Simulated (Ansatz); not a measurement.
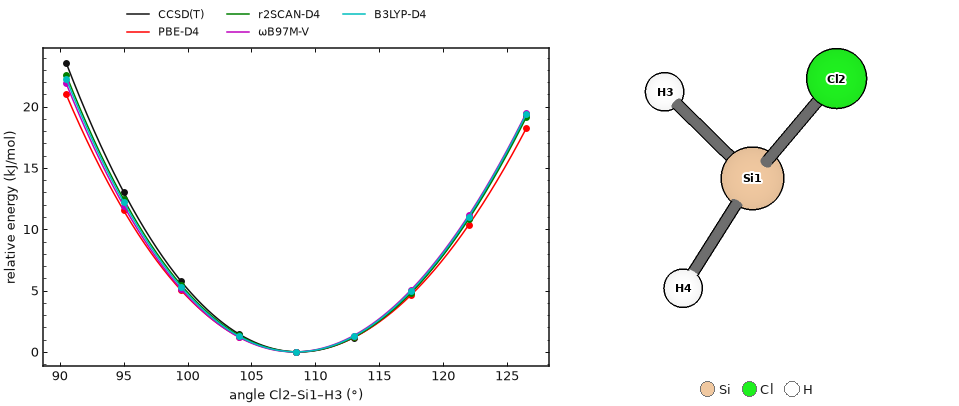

Rigid scan of the bend Cl2–Si1–H3 in SiH₂Cl, SMILES [SiH2]Cl, doublet. The Ansatz code, def2-TZVPP, cores frozen in correlated methods. A bend is scanned from the minimum (PBE0-D4/def2-TZVP); energies less that of the minimum at the same level; the first-named atom and what hangs on it turn in the plane. Splines pass through the computed points, which are marked.

Which curve follows CCSD(T) best, and which worst?

Answer. Best r2SCAN-D4, worst PBE-D4; largest departures: r2SCAN-D4 1.0, B3LYP-D4 1.3, ωB97M-V 1.7, PBE-D4 2.6 kJ/mol. CCSD(T) is in the same finite basis, not at its limit.

Where is the minimum of each curve?

Answer. CCSD(T): near 109°; PBE-D4: near 109°; r2SCAN-D4: near 109°; ωB97M-V: near 108°; B3LYP-D4: near 108° (from the spline).
